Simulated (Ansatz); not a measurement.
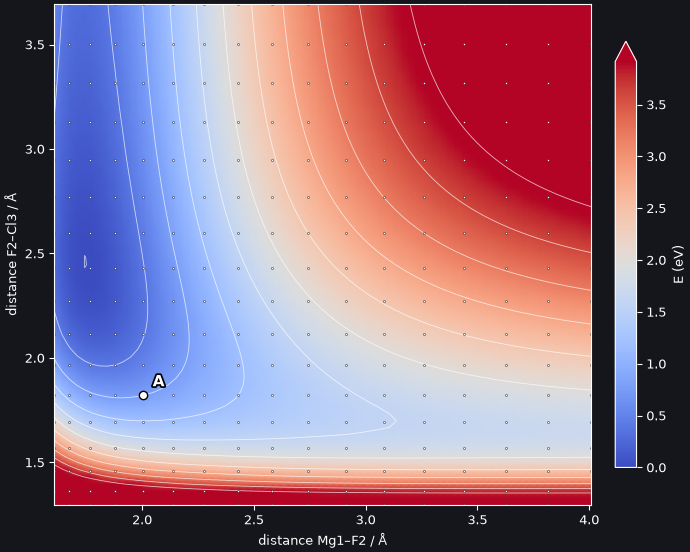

The system Mg + FCl. 
- Coordinates scanned: (1) distance Mg1–F2; (2) distance F2–Cl3.
- Nothing is relaxed (the angle Mg1–F2–Cl3 is fixed at 140 degrees).
- The scan uses a 17 × 17 grid.
- Points are written as (first, second).
- All energies are given in eV relative to the lowest grid point.
- The reference is spin-restricted, so regions where a bond is pulled apart into radicals lie too high.
- The calculation used Ansatz, RKS PBE0-D4/def2-SVPD.

The picture shows a smooth colour map with a few white contour lines, dots at the grid points, one colour for all values above the top of the scale, the point A. Between grid points the surface is interpolated.

Is A at rest? If not, where is it pushed?

A, at (2.004 Å, 1.825 Å), is not a stationary point. The computed force is 0.66 eV for each Å towards smaller values of distance Mg1–F2 and 2.5 eV for each Å towards larger values of distance F2–Cl3.
